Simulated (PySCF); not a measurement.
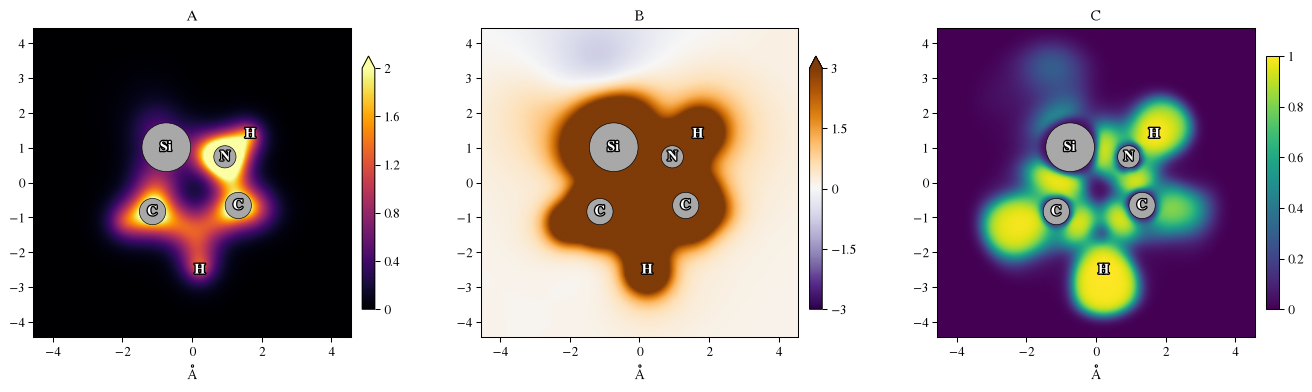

C3H9NSSi: 3 fields on the plane of atoms Si2, N6 and C5, with unlabelled colour scales. Grey discs cover the atomic cores.

Geometry: GFN2-xTB.

Theory: PySCF, CAM-B3LYP/def2-SVPD, SCF density, gas phase.

Match the panels to the quantities (electron density, electron localisation function and electrostatic potential).

Panel A: electron density. Panel B: electrostatic potential (strongly positive close to the atoms, with negative regions outside electron-rich atoms). Panel C: electron localisation function. From the grid: C–N (1.45 Å): the density is about 1.9 e/Å³ at the midpoint; the ELF peaks at about 0.95 between the atoms (localised, covalent bonding). Si–N (1.70 Å): the density is about 1.1 e/Å³ at the midpoint; the ELF peaks at about 0.90 between the atoms; a polar covalent bond.
